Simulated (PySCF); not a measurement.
# UCCSD(T)/aug-pc-1 run of AlNH2F (SMILES [NH2][Al][F])

What is the vertical ionisation energy of AlNH2F at UCCSD(T)/aug-pc-1? The job is set up through a Python script.

The calculation is run with PySCF 2.14.0.

## 1. The structure to begin with

AlNH2F has 5 atoms, charge 0, and is taken as a doublet. SMILES: `[NH2][Al][F]`. The shape is that of a PBE0-D4/def2-TZVP optimisation. This is one conformer, not always the lowest.

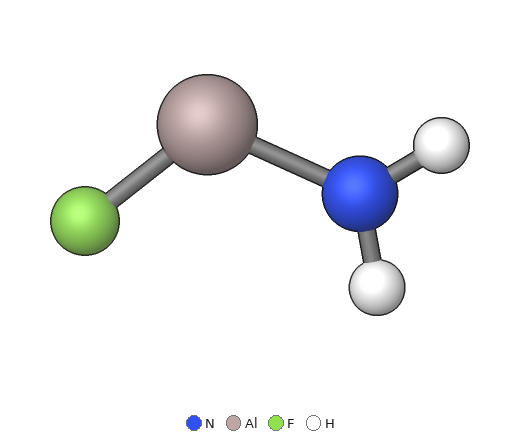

The structure, seen from a chosen angle (nitrogen blue, aluminium light grey, fluorine green, hydrogen white).

## 2. The energy at UCCSD(T)/aug-pc-1

calc.py reads:

```python
from pyscf import gto, cc

molecule = gto.Mole()
molecule.atom = '''
N     -0.384700     0.499000    -0.263800
Al     0.632000    -0.282800     0.949500
F      1.228700    -1.786800     0.590000
H     -0.804300     1.408300    -0.162700
H     -0.621700     0.088600    -1.154400
'''
molecule.verbose = 4
molecule.spin = 1
molecule.max_memory = 1860
molecule.basis = 'aug-pc-1'
molecule.charge = 0
molecule.build()

myscf = molecule.UHF()
myscf.conv_tol = 1e-10
myscf.kernel()
if not myscf.converged:
    myscf = myscf.newton().run(myscf.mo_coeff, myscf.mo_occ)

mycc = cc.CCSD(myscf, frozen=7)
mycc.kernel()
e_t = mycc.ccsd_t()
e_final = mycc.e_tot + e_t
print('Final energy', e_final)
```

On the command line:

```console
OMP_NUM_THREADS=1 python calc.py
```

Log:

```text
PySCF version 2.14.0

[INPUT] num. atoms = 5
[INPUT] num. electrons = 31
[INPUT] charge = 0
[INPUT] spin (= nelec alpha-beta = 2S) = 1
[INPUT] symmetry False subgroup None
[INPUT] Mole.unit = angstrom
[INPUT] Symbol           X                Y                Z      unit          X                Y                Z       unit  Magmom
[INPUT]  1 N     -0.384700000000   0.499000000000  -0.263800000000 AA   -0.726977640120   0.942973336158  -0.498509751660 Bohr   0.0
[INPUT]  2 Al     0.632000000000  -0.282800000000   0.949500000000 AA    1.194306910725  -0.534414548027   1.794294955275 Bohr   0.0
[INPUT]  3 F      1.228700000000  -1.786800000000   0.590000000000 AA    2.321906489253  -3.376562639373   1.114938413493 Bohr   0.0
[INPUT]  4 H     -0.804300000000   1.408300000000  -0.162700000000 AA   -1.519906721988   2.661301301225  -0.307458440467 Bohr   0.0
[INPUT]  5 H     -0.621700000000   0.088600000000  -1.154400000000 AA   -1.174842731642   0.167429734636  -2.181499838198 Bohr   0.0

nuclear repulsion = 91.9863945733033
number of shells = 13
number of NR pGTOs = 137
number of NR cGTOs = 91
basis = aug-pc-1
ecp = {}

******** <class 'pyscf.scf.uhf.UHF'> ********
method = UHF
initial guess = minao
damping factor = 0
level_shift factor = 0
DIIS = <class 'pyscf.scf.diis.CDIIS'>
diis_start_cycle = 1
diis_space = 8
diis_damp = 0
SCF conv_tol = 1e-10
SCF conv_tol_grad = None
SCF max_cycles = 50
direct_scf = True
direct_scf_tol = 1e-13
number electrons alpha = 16  beta = 15
Set gradient conv threshold to 1e-05
init E= -396.888068574137
[... the frontier-level lines of each cycle are left out ...]

cycle= 1 E= -396.937696535503  delta_E= -0.0496  |g|= 0.363  |ddm|=  1.8
cycle= 2 E= -396.991799366584  delta_E= -0.0541  |g|= 0.237  |ddm|= 0.654
cycle= 3 E= -397.012388126949  delta_E= -0.0206  |g|= 0.0393  |ddm|= 0.196
cycle= 4 E= -397.015382106442  delta_E= -0.00299  |g|= 0.0133  |ddm|= 0.219
cycle= 5 E= -397.015809502658  delta_E= -0.000427  |g|= 0.00635  |ddm|= 0.0997
cycle= 6 E= -397.01586947213  delta_E= -6e-05  |g|= 0.00303  |ddm|= 0.0307
cycle= 7 E= -397.01588393435  delta_E= -1.45e-05  |g|= 0.00111  |ddm|= 0.014
cycle= 8 E= -397.015886617985  delta_E= -2.68e-06  |g|= 0.000469  |ddm|= 0.00411
cycle= 9 E= -397.015887297407  delta_E= -6.79e-07  |g|= 0.000233  |ddm|= 0.00225
cycle= 10 E= -397.015887502832  delta_E= -2.05e-07  |g|= 8.58e-05  |ddm|= 0.00123
cycle= 11 E= -397.015887525945  delta_E= -2.31e-08  |g|= 2.23e-05  |ddm|= 0.000406
cycle= 12 E= -397.015887526722  delta_E= -7.77e-10  |g|= 1.1e-05  |ddm|= 6.82e-05
cycle= 13 E= -397.015887526842  delta_E= -1.2e-10  |g|= 4.63e-06  |ddm|= 2.62e-05
cycle= 14 E= -397.015887526867  delta_E= -2.53e-11  |g|= 1.87e-06  |ddm|= 1.09e-05
Extra cycle  E= -397.015887526876  delta_E= -8.24e-12  |g|= 1.15e-06  |ddm|= 4.77e-06
converged SCF energy = -397.015887526876  <S^2> = 0.75210837  2S+1 = 2.0021073

******** <class 'pyscf.cc.uccsd.UCCSD'> ********
CC2 = 0
CCSD nocc = (np.int64(9), np.int64(8)), nmo = (84, 84)
frozen orbitals 7
max_cycle = 50
direct = 0
conv_tol = 1e-07
conv_tol_normt = 1e-06
diis_space = 6
diis_start_cycle = 0
diis_start_energy_diff = 1e+09
Init t2, MP2 energy = -0.423598554065096
Init E_corr(UCCSD) = -0.423598554066201
cycle = 1  E_corr(UCCSD) = -0.422345375630734  dE = 0.00125317844  norm(t1,t2) = 0.0887879
cycle = 2  E_corr(UCCSD) = -0.433090840715684  dE = -0.0107454651  norm(t1,t2) = 0.026892
cycle = 3  E_corr(UCCSD) = -0.43322695592651  dE = -0.000136115211  norm(t1,t2) = 0.0167881
cycle = 4  E_corr(UCCSD) = -0.435172525226473  dE = -0.0019455693  norm(t1,t2) = 0.00755206
cycle = 5  E_corr(UCCSD) = -0.435171294622399  dE = 1.23060407e-06  norm(t1,t2) = 0.00189193
cycle = 6  E_corr(UCCSD) = -0.435055888208722  dE = 0.000115406414  norm(t1,t2) = 0.000913949
cycle = 7  E_corr(UCCSD) = -0.435054880784564  dE = 1.00742416e-06  norm(t1,t2) = 0.000244302
cycle = 8  E_corr(UCCSD) = -0.435061725859469  dE = -6.84507491e-06  norm(t1,t2) = 0.000106908
cycle = 9  E_corr(UCCSD) = -0.435065024733701  dE = -3.29887423e-06  norm(t1,t2) = 5.32217e-05
cycle = 10  E_corr(UCCSD) = -0.43506457645415  dE = 4.48279552e-07  norm(t1,t2) = 1.9616e-05
cycle = 11  E_corr(UCCSD) = -0.435064390552699  dE = 1.85901451e-07  norm(t1,t2) = 9.1152e-06
cycle = 12  E_corr(UCCSD) = -0.435064238275754  dE = 1.52276944e-07  norm(t1,t2) = 4.58115e-06
cycle = 13  E_corr(UCCSD) = -0.435064183493744  dE = 5.47820102e-08  norm(t1,t2) = 1.98137e-06
cycle = 14  E_corr(UCCSD) = -0.435064181481417  dE = 2.01232669e-09  norm(t1,t2) = 8.57809e-07
UCCSD converged
E(UCCSD) = -397.450951708357  E_corr = -0.4350641814814172
UCCSD(T) correction = -0.0109823103991263
Final energy -397.4619340187561
```

Wall time 2.2 min (1 thread of Arm Neoverse V1, shared host); peak memory 2.3 GiB.

## 3. The singlet cation

calc.py reads:

```python
from pyscf import gto, cc

molecule = gto.M(
    atom='''
N       -0.384700       0.499000      -0.263800
Al       0.632000      -0.282800       0.949500
F        1.228700      -1.786800       0.590000
H       -0.804300       1.408300      -0.162700
H       -0.621700       0.088600      -1.154400
''',
    basis='aug-pc-1',
    max_memory=1860,
    verbose=3,
    charge=1,
)

mf = molecule.RHF()
mf.conv_tol = 1e-10
mf.kernel()
if not mf.converged:
    mf = mf.newton().run(mf.mo_coeff, mf.mo_occ)

mycc = cc.CCSD(mf, frozen=7)
mycc.kernel()
e_t = mycc.ccsd_t()
e_final = mycc.e_tot + e_t
print('E(%s) = %.9f' % ('CCSD(T)', e_final))
```

On the command line:

```console
OMP_NUM_THREADS=1 python calc.py
```

Log:

```text
converged SCF energy = -396.704555742848
E(CCSD) = -397.1389533680555  E_corr = -0.4343976252079595
CCSD(T) correction = -0.0115271452256746
E(CCSD(T)) = -397.150480513
```

Wall time 20 s (1 thread of Arm Neoverse V1, shared host); peak memory 0.45 GiB.

## 4. Results

Level: UCCSD(T)/aug-pc-1, 7 core orbitals frozen.

| quantity | value |
| --- | --- |
| doublet AlNH2F: total energy | -397.46193 Eh |
| doublet AlNH2F: dipole moment (Hartree–Fock density) | 2.26 D |
| doublet AlNH2F: HOMO energy (Hartree–Fock orbitals) (highest over α and β) | -8.99 eV |
| doublet AlNH2F: LUMO energy (Hartree–Fock orbitals) (lowest over α and β) | 0.24 eV |
| doublet AlNH2F: correlation energy (7 core orbitals frozen) | -446.0 mEh |
| doublet AlNH2F: (T) correction | -10.98 mEh |
| doublet AlNH2F: ⟨S²⟩ of the reference determinant | 0.752 |
| doublet AlNH2F: T1 diagnostic | 0.016 |
| singlet cation: total energy | -397.15048 Eh |
| singlet cation: HOMO energy (Hartree–Fock orbitals) | -17.23 eV |
| singlet cation: LUMO energy (Hartree–Fock orbitals) | -7.93 eV |
| singlet cation: HOMO–LUMO gap (Hartree–Fock orbitals) | 9.30 eV |
| singlet cation: correlation energy (7 core orbitals frozen) | -445.9 mEh |
| singlet cation: (T) correction | -11.53 mEh |
| singlet cation: T1 diagnostic | 0.019 |
| vertical ionisation energy (to the singlet cation) | 8.475 eV |

In words: The vertical ionisation energy comes to 8.48 eV (818 kJ/mol). Only the singlet of the ionised species was computed; a triplet could lie lower. The triples (doublet AlNH2F) make up 2.5 % of the correlation energy. The triples (singlet cation) make up 2.6 % of the correlation energy.
